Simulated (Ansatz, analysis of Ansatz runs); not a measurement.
# N3VH centre in diamond: local vibrational mode against experiment, part 2 of 2

Aim: the local vibrational mode of the N3VH centre in diamond, to be set beside the measurement. Set-up: r2SCAN, 64-site cell, r2SCAN lattice, 500 eV, k: the single point 1/4 1/4 1/4, anharmonic cut along the mode. The model is a cell of 64 host atoms with 1 site emptied, N put on another atom's site, N put on another atom's site, N put on another atom's site and H put in between. The frequencies come from force constants among the defect atom and its neighbours, with the masses of the isotopes named. A meta-GGA costs about twice a GGA and mends lattice constants and part of the gap.

Ansatz 0.2.0; r2SCAN, 64-site cell, r2SCAN lattice, 500 eV, k: the single point 1/4 1/4 1/4, anharmonic cut along the mode.

So far. Step 2 (Relaxation, charge 0): Neighbours of the added atoms: H64: C48 1.06, N4 1.92, N41 1.93 Å.

## 3. Local vibrational modes

A local mode lives on the defect and the atoms next to it, so only the sites listed in the input are displaced, which costs far fewer SCF runs than the whole cell would.

This step: plane-wave PAW DFT, r2SCAN; finite-displacement force constants among the atoms nearest to a defect, the others at rest.

The input, modes/input.yaml:

```yaml
crystal:
  lattice:
    - [7.12053982, 0.0, 0.0]
    - [0.0, 7.12053982, 0.0]
    - [0.0, 0.0, 7.12053982]
  atoms:
    - { symbol: C, position: [-0.001293053, -0.001110023, 0.250693178] }
    - { symbol: C, position: [-0.001260445, 0.249990101, -0.000477226] }
    - { symbol: C, position: [0.24980682, -0.001078674, -0.000478952] }
    - { symbol: "N", position: [0.239858918, 0.240039483, 0.240836565] }
    - { symbol: C, position: [0.126155614, 0.126338852, 0.370356783] }
    - { symbol: C, position: [0.125641184, 0.370006825, 0.126383733] }
    - { symbol: C, position: [0.369823035, 0.125824555, 0.12638542] }
    - { symbol: C, position: [0.000165552, 0.000349318, 0.750072073] }
    - { symbol: C, position: [0.002474673, 0.252252535, 0.498168695] }
    - { symbol: C, position: [0.252070832, 0.002657054, 0.498170178] }
    - { symbol: C, position: [0.252099248, 0.252283488, 0.747514167] }
    - { symbol: C, position: [0.125336047, 0.125518906, 0.873943141] }
    - { symbol: C, position: [0.12577239, 0.380147927, 0.624618042] }
    - { symbol: C, position: [0.379966518, 0.125954748, 0.624616063] }
    - { symbol: C, position: [0.374945335, 0.375126737, 0.875564541] }
    - { symbol: C, position: [0.002069322, 0.497714559, 0.25273001] }
    - { symbol: C, position: [-0.000255065, 0.749375484, 0.001022279] }
    - { symbol: C, position: [0.250788363, 0.498526174, 0.001958355] }
    - { symbol: C, position: [0.250719261, 0.748352144, 0.251841753] }
    - { symbol: C, position: [0.125293361, 0.624628609, 0.380444941] }
    - { symbol: C, position: [0.124513158, 0.873980256, 0.126278214] }
    - { symbol: C, position: [0.376472925, 0.626015108, 0.124768853] }
    - { symbol: C, position: [0.374910382, 0.875052459, 0.375691255] }
    - { symbol: C, position: [-0.001441972, 0.499599879, 0.751635192] }
    - { symbol: C, position: [-0.001534045, 0.751073843, 0.500304991] }
    - { symbol: "N", position: [0.239464206, 0.510196271, 0.510590123] }
    - { symbol: C, position: [0.249909123, 0.751150289, 0.751762443] }
    - { symbol: C, position: [0.124551379, 0.624490019, 0.876882515] }
    - { symbol: C, position: [0.125355053, 0.876867936, 0.625322654] }
    - { symbol: C, position: [0.370069305, 0.62461674, 0.625118485] }
    - { symbol: C, position: [0.374717585, 0.875314818, 0.875786811] }
    - { symbol: C, position: [0.497531868, 0.002249054, 0.252727192] }
[... 8 lines left out ...]
    - { symbol: "N", position: [0.510013717, 0.23964317, 0.510588113] }
[... 14 lines left out ...]
    - { symbol: C, position: [0.497346929, 0.497527728, 0.747882291] }
    - { symbol: C, position: [0.4982355, 0.748255433, 0.499313102] }
    - { symbol: C, position: [0.74807263, 0.498416196, 0.499313893] }
    - { symbol: C, position: [0.749122951, 0.749305323, 0.750382328] }
    - { symbol: C, position: [0.624472287, 0.624655138, 0.874458886] }
    - { symbol: C, position: [0.624335543, 0.873869245, 0.626100859] }
    - { symbol: C, position: [0.873686984, 0.624518342, 0.62610198] }
    - { symbol: C, position: [0.874781423, 0.874965002, 0.875852948] }
    - { symbol: H, position: [0.419888014, 0.420063497, 0.328676821] }
basis:
  ecutwfc: 500
  xc_grid: 2
hamiltonian:
  xc: r2scan
kpoints:
  mp_grid: { grid: [1, 1, 1], shift: [0.25, 0.25, 0.25] }
scf:
  occupations: { method: fermi_dirac, width: 0.01 }
  max_iter: 120
output: {}
checkpoint:
  read: "../relax.run"
phonons:
  supercell: [1, 1, 1]
  displaced_sites: [3, 25, 40, 47, 63]
```

On the command line:

```console
$ ansatz run input.yaml --threads 2 --pin off --max-ram 3768MiB --backend cpu --events-out ev --progress --plain --runs-dir out
```

Numbers of over 12 decimals in the logs are rounded to 6 here.

The program printed:

```text
[...]
Warning: the atoms were moved onto the symmetric positions of the space group found under crystal.symmetry.tolerance 1.0e-5 (fractional; [...]
Warning: basis.xc_grid 2: finite-displacement phonons take 5 at the least, and a number is run as typed, so the frequencies can be off [figures from the program's tests cut]
Warning: checkpoint.read: the run can stay near the saved state's solution: 12 site(s) moved relative to the saved geometry (max |Δs| = 3.369e-6 fractional); [...]
[...]
Crystal: 64 atoms, lattice volume = 361.026 Å³
Basis set: ecut = 500 eV, 9093 PW (Γ), exchange–correlation on 108×108×108 points (8 copies of the dense FFT grid, shifted against one another)
Bands: 192, of which v1, the nominal top of the filled ones, is band 128 counted from 1 (127 counted from 0)
Symmetry: 2 space group operations
k-points: 1
[...]
symmetry images taken by strict's conditions (phonons.symmetry_images: auto; settled by no image being taken that strict refuses)
  force constants formed among 5 of 64 sites (N 3, N 25, N 40, C 47, H 63); the other 59 at rest. The modes move the named sites alone.
  the frequencies, the zero-point energy and the sums are of the block with the acoustic sum rule laid on its rows. Row sums over every site: 1.1e-1 eV/Å² at the most
  transpose residual: 4.8e-4 eV/Å²
  largest component of a force at the reference: 4.2e-3 eV/Å on a named site, 2.0e-3 eV/Å on a site at rest
  frequencies among the named sites at Γ of the cell (cm⁻¹): 687.18 690.38 720.24 878.16 902.22 912.39 924.89 940.75 944.65 956.36 981.37 993.43 1356.30 1383.49 3279.52
  unstable modes among the named sites: 0
  frequencies as built, with no sum rule (cm⁻¹): 685.59 688.50 718.64 877.98 901.27 911.68 924.33 940.14 943.83 955.98 981.26 993.37 1356.22 1383.61 3279.41
  zero-point energy: 1.026051 eV/cell   skipped modes (ω ≤ 0): 0
  not written: the harmonic force-constant file, the file of eigenvectors (these modes' are written with the force constants), the density of states and the dispersion, which are of every site
[key lines of the parts left out:]
SCF converged after 2 iterations
Free energy (F): -16260.433053 eV
Fermi energy:    15.650539 eV
```

Elapsed: 3.5 min, on 2 threads of Arm Neoverse V1, shared host; peak memory 0.84 GiB; 6.8 min of CPU time.

Numbers from this step:

```
free energy : -16260.4331 eV
```

The modes with the largest weight on the probed atoms (the light atom of a pair), for the masses of each isotope. Modes of the displaced atoms (local only where they lie over the host's phonons):

| isotopes | mode (cm⁻¹) | share of the defect atoms |
| --- | --- | --- |
| H | 3280 | 0.927 |
| H | 1384 | 0.855 |
| H | 1356 | 0.865 |

## 4. Point 1 along the mode

A light atom samples the curved part of its well, so the energy is mapped along the mode and the one-dimensional Schrödinger equation solved on it.

This step: plane-wave PAW DFT, r2SCAN; single point of a defect supercell.

cut0/input.yaml, as its differences from modes/input.yaml of step 3:

```diff
@@ -9,3 +9,3 @@
     - { symbol: C, position: [0.24980682, -0.001078674, -0.000478952] }
-    - { symbol: "N", position: [0.239858918, 0.240039483, 0.240836565] }
+    - { symbol: "N", position: [0.239822533, 0.240003098, 0.240863324] }
     - { symbol: C, position: [0.126155614, 0.126338852, 0.370356783] }
@@ -31,3 +31,3 @@
     - { symbol: C, position: [-0.001534045, 0.751073843, 0.500304991] }
-    - { symbol: "N", position: [0.239464206, 0.510196271, 0.510590123] }
+    - { symbol: "N", position: [0.239419807, 0.510186904, 0.510636005] }
     - { symbol: C, position: [0.249909123, 0.751150289, 0.751762443] }
@@ -39,3 +39,3 @@
 [... 8 lines left out ...]
-    - { symbol: "N", position: [0.510013717, 0.23964317, 0.510588113] }
+    - { symbol: "N", position: [0.510004349, 0.239598771, 0.510633995] }
 [... 14 lines left out ...]
@@ -49,3 +49,3 @@
     - { symbol: C, position: [0.874781423, 0.874965002, 0.875852948] }
-    - { symbol: H, position: [0.419888014, 0.420063497, 0.328676821] }
+    - { symbol: H, position: [0.44346988, 0.443645362, 0.304893887] }
 basis:
@@ -60,7 +60,5 @@
   max_iter: 120
-output: {}
+output:
+  forces: true
 checkpoint:
   read: "../relax.run"
-phonons:
-  supercell: [1, 1, 1]
-  displaced_sites: [3, 25, 40, 47, 63]
```

The program printed:

```text
[...]
Crystal: 64 atoms, lattice volume = 361.026 Å³
Basis set: ecut = 500 eV, 9093 PW (Γ), exchange–correlation on 108×108×108 points (8 copies of the dense FFT grid, shifted against one another)
Bands: 192, of which v1, the nominal top of the filled ones, is band 128 counted from 1 (127 counted from 0)
Symmetry: 2 space group operations
[...]
k-points: 1
[...]
SCF iter   7: F=-16256.726337 eV  HF=-16256.726337 eV  |F-HF|=2.23e-8  |Δ(HF+E_count)|=   1.25e-7  Δρ=5.81e-6  dr2=8.09e-8  dr2_τ=1.75e-8  ethr=3.91e-11  ⟨swp⟩=5.0  Hψ=640  notcnv=0
SCF 1 converged in 7 iterations: F = -16256.726337 eV  dr2 = 8.09e-8
[...]
SCF converged after 7 iterations
Free energy (F): -16256.726337 eV
[...]
Internal energy: -16256.726337 eV  (E = F + TS)
E sigma→0 (E₀):  -16256.726337 eV
Fermi energy:    15.680070 eV
[...]
--- Forces (eV/Å), atoms counted from 1 ---
  atom   1  C     -0.01189017    -0.01189017    -0.00446470
  atom   2  C      0.00178548     0.01187117    -0.00520641
  [... 1 atom left out ...]
  atom   4  N      0.17045343     0.17045343    -0.07435503
  atom   5  C      0.04840730     0.04840730     0.00807372
  atom   6  C      0.02362746    -0.05535874     0.03843098
  atom   7  C     -0.05535874     0.02362746     0.03843098
  [... 5 atoms left out ...]
  atom  13  C      0.05492509    -0.00890283    -0.05691439
  atom  14  C     -0.00890283     0.05492509    -0.05691439
  [... 11 atoms left out ...]
  atom  26  N      0.19655503     0.02113212    -0.19819184
  [... 14 atoms left out ...]
  atom  41  N      0.02113212     0.19655503    -0.19819184
  [... 6 atoms left out ...]
  atom  48  C     18.88052975    18.88052975   -18.55897938
  [... 15 atoms left out ...]
  atom  64  H    -18.98105460   -18.98105460    18.67008100
  max |Σ_I F_I| component: 3.00e-3 eV/Å
```

It took 14 s on 2 threads; peak memory 0.83 GiB.

Read from the output:

```
free energy : -16256.7263 eV
```

The other runs of this kind differ in structure, charge or spin alone:

| run | outcome | energy less the first (eV) | moment (μB) | time |
| --- | --- | --- | --- | --- |
| point 1 along the mode | converged | 0.0000 | 0.00 | 14 s |
| point 2 along the mode | converged | -2.0774 | 0.00 | 12 s |
| point 3 along the mode | converged | -3.0658 | 0.00 | 14 s |
| point 4 along the mode | converged | -3.5716 | 0.00 | 13 s |
| point 5 along the mode | converged | -3.6094 | 0.00 | 13 s |
| point 6 along the mode | converged | -3.3726 | 0.00 | 13 s |
| point 7 along the mode | converged | -3.0814 | 0.00 | 14 s |
| point 8 along the mode | converged | -2.7119 | 0.00 | 13 s |
| point 9 along the mode | converged | -2.3371 | 0.00 | 13 s |

## 5. Anharmonic fundamental

Analysis of the runs above: one-dimensional Schroedinger equation on a polynomial through r2SCAN energies along the local mode.

It gives:

- stretch: 3137 cm⁻¹
- stretch harmonic: 3280 cm⁻¹

The energy by normal coordinate:

| normal coordinate (amu½ Å) | energy (eV) |
| --- | --- |
| -0.304 | 3.71 |
| -0.223 | 1.63 |
| -0.152 | 0.641 |
| -0.076 | 0.135 |
| 0.000 | 0 |
| 0.076 | 0.0973 |
| 0.152 | 0.334 |
| 0.223 | 0.625 |
| 0.304 | 0.995 |
| 0.385 | 1.37 |

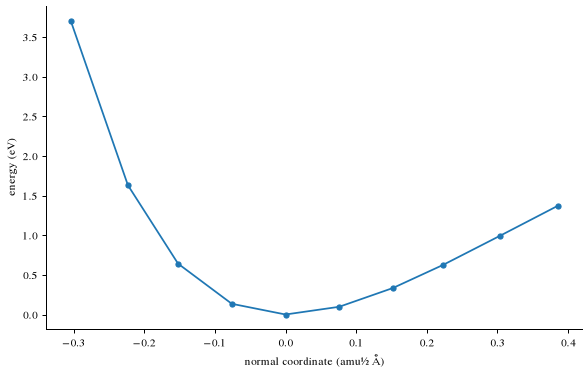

Energy, plotted against normal coordinate.

## 6. Summary of results

```json
{
 "distance from the defect atom to its nearest neighbour": "1.065 Å",
 "C-H stretch, 1H": "3137 cm⁻¹",
 "C-H bend, 1H": "1370 cm⁻¹",
 "time of the whole chain": "6.8 min on 2 threads"
}
```

What this shows: C-H stretch, 1H: computed 3137 cm⁻¹, measured 3107 cm⁻¹; 30 cm⁻¹ (1 %) above the measurement. C-H bend, 1H: computed 1370 cm⁻¹, measured 1405 cm⁻¹; 35 cm⁻¹ (2 %) below the measurement. The anharmonic cut moves the C-H stretch, 1H from 3280 to 3137 cm⁻¹; a straight cut leaves out the coupling to the other modes. Only the named neighbours move, so modes near the host's band are approximate. Limits: the periodic copies of the defect are only 7.1 Å apart.

[Logs are printed without paths, hosts, clocks, repeated set-up lines and the standing remarks that a program may print on its own settings, such as how far it seeks lower states.]

[Hosts, paths, dates, database ids (printed as entryN), source tags and the programs' standing remarks are cut or masked in the printed files.]

[For some hosts the program warned that the k-mesh of the response run may be too coarse for force constants and the static dielectric constant; such warnings are not shown here.]
